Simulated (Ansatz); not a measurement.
# Calculations on C₂H₃FOSi

### Relaxation

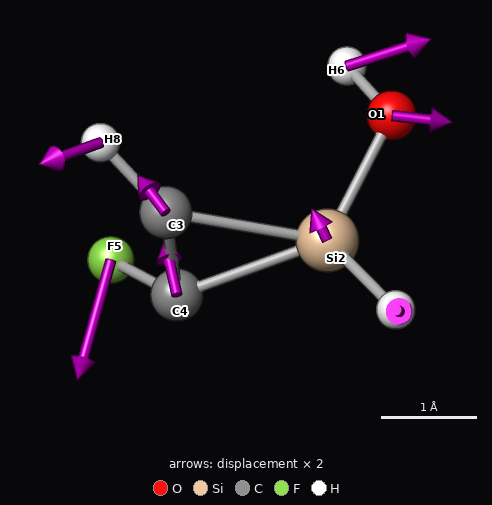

A relaxation of C₂H₃FOSi. The starting structure is drawn; purple arrows show the displacements, magnified 2 times. The two geometries are superimposed by the best rigid fit.

A ball-and-stick model, seen from a free direction.

The run prepares an end point of a later path (torsion) calculation, from a guessed geometry.

The calculation used RKS PBE0-D4/def2-SVP in Ansatz 0.2.0.

Input
```yaml
crystal:
  periodic: [false, false, false]
  atoms:
    - { symbol: O, position_ang: [-1.1469, 1.1623, 0.654] }
    - { symbol: Si, position_ang: [0.2875, 0.497, 0.7038] }
    - { symbol: C, position_ang: [0.2658, -1.1295, -0.0238] }
    - { symbol: C, position_ang: [1.0256, -0.2421, -0.7582] }
    - { symbol: F, position_ang: [0.6735, -0.1356, -2.0752] }
    - { symbol: H, position_ang: [-1.65, 1.1665, -0.2145] }
    - { symbol: H, position_ang: [0.9921, 0.4816, 2.0266] }
    - { symbol: H, position_ang: [-0.3555, -1.8572, -0.3685] }
basis:
  gaussian: { orbitals: def2-SVP }
hamiltonian:
  xc: pbe0
  dispersion: d4
relax:
  f_tol: 0.015
  max_steps: 40
output:
  orbitals: {}
```

Command:
```bash
ansatz run input.yaml --threads 1 --pin off --max-ram 2048MiB --backend cpu --events-out ev --progress --plain --runs-dir out
```

Which element moves most?

Fluorine: up to 0.67 Å, against 0.49 Å for hydrogen.

What did the optimiser do to the structure, and how much energy did it gain?

Over 10 geometry steps the energy falls by 162.6 kJ/mol. Largest force component: 3.6 eV/Å at the start, 0.0012 eV/Å at the end. The largest move after the best rigid fit is that of F5, 0.67 Å. By element the largest moves are F 0.67 Å, H 0.49 Å, C 0.33 Å, O 0.33 Å, Si 0.19 Å. Among the contacts that change: C3–H8 1.017 → 1.094 Å, O1–Si2 1.582 → 1.655 Å, C4–F5 1.367 → 1.318 Å, Si2–C3 1.782 → 1.823 Å. Among the angles between lasting bonds that change: Si2–C4–F5 130.2° → 157.4°, C3–C4–F5 114.9° → 133.5°, O1–Si2–C3 111.1° → 125.2°. The run took 43 s on 1 thread of Arm Neoverse V1, on a shared host, peak memory 0.17 GiB.

### Relaxation

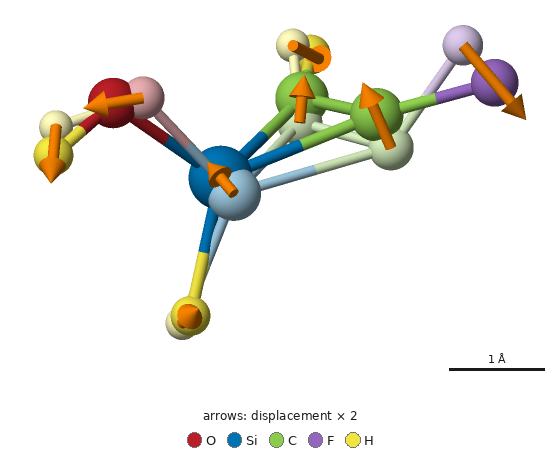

A relaxation of C$_{2}$H$_{3}$FOSi. The starting structure is drawn faded, the final one solid; orange arrows show the displacements, magnified 2 times. The two geometries are superimposed by the best rigid fit.

A ball-and-stick model, seen at a tilt.

The run prepares an end point of a later path (torsion) calculation, from a guessed geometry.

The calculation used RKS PBE0-D4/def2-SVP (Ansatz).

Input
```yaml
crystal:
  periodic: [false, false, false]
  atoms:
    - { symbol: O, position_ang: [-1.1469, 1.1623, 0.654] }
    - { symbol: Si, position_ang: [0.2875, 0.497, 0.7038] }
    - { symbol: C, position_ang: [1.47243, 1.58397, 1.47179] }
    - { symbol: C, position_ang: [1.24326, 0.45046, 2.22461] }
    - { symbol: F, position_ang: [0.86, 0.68503, 3.51608] }
    - { symbol: H, position_ang: [-1.65, 1.1665, -0.2145] }
    - { symbol: H, position_ang: [0.82872, -0.06544, -0.57575] }
    - { symbol: H, position_ang: [1.60744, 2.53722, 1.7996] }
basis:
  gaussian: { orbitals: def2-SVP }
hamiltonian:
  xc: pbe0
  dispersion: d4
relax:
  f_tol: 0.015
  max_steps: 40
```

Command:
```bash
ansatz run input.yaml --threads 1 --pin off --max-ram 2048MiB --backend cpu --events-out ev --progress --plain --runs-dir out
```

**What did the optimiser do to the structure, and how much energy did it gain?**

The atom that moves furthest after the best rigid fit is F5 (0.52 Å). By element the largest moves are F 0.52 Å, H 0.46 Å, C 0.39 Å, O 0.32 Å, Si 0.25 Å. Some distances before and after: C3–H8 1.017 → 1.093 Å, O1–Si2 1.582 → 1.657 Å, C4–F5 1.367 → 1.317 Å, O1–H6 1.004 → 0.962 Å. Bond angles that change, for instance: Si2–C4–F5 130.2° → 157.4°, C3–C4–F5 114.9° → 133.6°, C3–Si2–H7 110.9° → 124.0°. Groups turn about O1–Si2 by about 20°. The energy falls by 1.597 eV in 8 accepted moves (9 points after the start). The largest force component goes from 4.2 to 0.0088 eV/Å. The line search rejected the trial step at point 4 of the run.

### Path

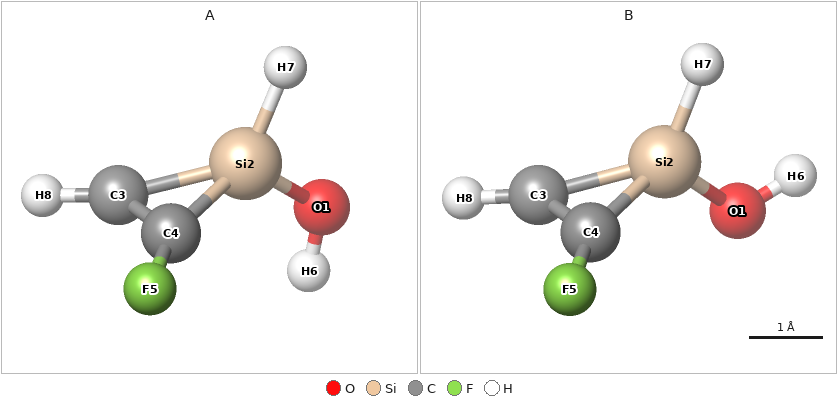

The two relaxed end points of a path for C$_{2}$H$_{3}$FOSi. The picture is a ball-and-stick view, seen from a free direction.

These are results of Ansatz 0.2.0, RKS PBE0-D4/def2-SVP, not measurements.

Input file:
```yaml
crystal:
  periodic: [false, false, false]
  atoms:
    - { symbol: O, position_ang: [-1.148998, 1.41566, 0.869827] }
    - { symbol: Si, position_ang: [0.137122, 0.395685, 0.656479] }
    - { symbol: C, position_ang: [0.079251, -1.199444, -0.224497] }
    - { symbol: C, position_ang: [0.727911, -0.249842, -0.919067] }
    - { symbol: F, position_ang: [1.318039, -0.231786, -2.097434] }
    - { symbol: H, position_ang: [-1.841454, 1.3911, 0.201755] }
    - { symbol: H, position_ang: [0.997504, 0.674223, 1.826676] }
    - { symbol: H, position_ang: [-0.177275, -2.252596, -0.369539] }
basis:
  gaussian: { orbitals: def2-SVP }
hamiltonian:
  xc: pbe0
  dispersion: d4
neb:
  order_check: false
  images: 5
  f_tol: 0.05
  max_iterations: 60
  initial_path: idpp
  final_atoms:
    - { symbol: O, position_ang: [-1.43477408, 1.20358618, 0.40375991] }
    - { symbol: Si, position_ang: [-0.01172727, 0.35815912, 0.48216214] }
    - { symbol: C, position_ang: [0.15292059, -1.28472277, -0.26962302] }
    - { symbol: C, position_ang: [0.78664666, -0.32976323, -0.97127071] }
    - { symbol: F, position_ang: [1.46769153, -0.33070841, -2.09855961] }
    - { symbol: H, position_ang: [-1.56292614, 1.89277797, 1.06185889] }
    - { symbol: H, position_ang: [0.71950124, 0.79262236, 1.7034914] }
    - { symbol: H, position_ang: [-0.02523253, -2.35895122, -0.367619] }
```

Launched with:
```bash
ansatz run input.yaml --threads 1 --pin off --max-ram 2048MiB --backend cpu --events-out ev --progress --plain --runs-dir out
```

### Predict the minimum-energy path and its barrier.

Forward barrier 0.135 eV, backward barrier 0.061 eV, with image 3 at the top; the reaction energy is +0.074 eV. The motion is a rotation about the O1–Si2 bond by about 175°. No bond forms or breaks between the ends. Among the angles between lasting bonds that change up to the highest image: O1–Si2–H7 103.5° → 108.5°, O1–Si2–C3 125.2° → 121.8°. The band is converged.

Energies of the converged images:

```csv
image,path (Å),E (eV)
0,0.00,0.000
1,0.32,0.027
2,0.64,0.100
3,0.96,0.135
4,1.27,0.116
5,1.57,0.086
6,1.87,0.074
```

The geometry at the top of the path:

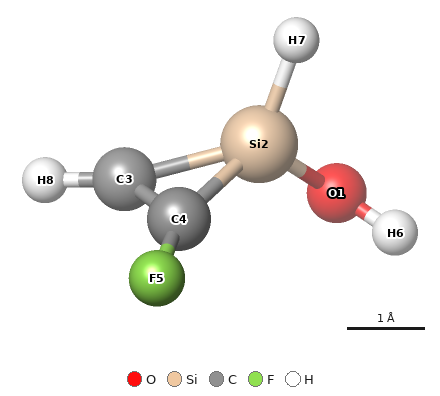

The run took 3.3 min on 1 thread of Arm Neoverse V1 (shared host), peak memory 0.17 GiB.
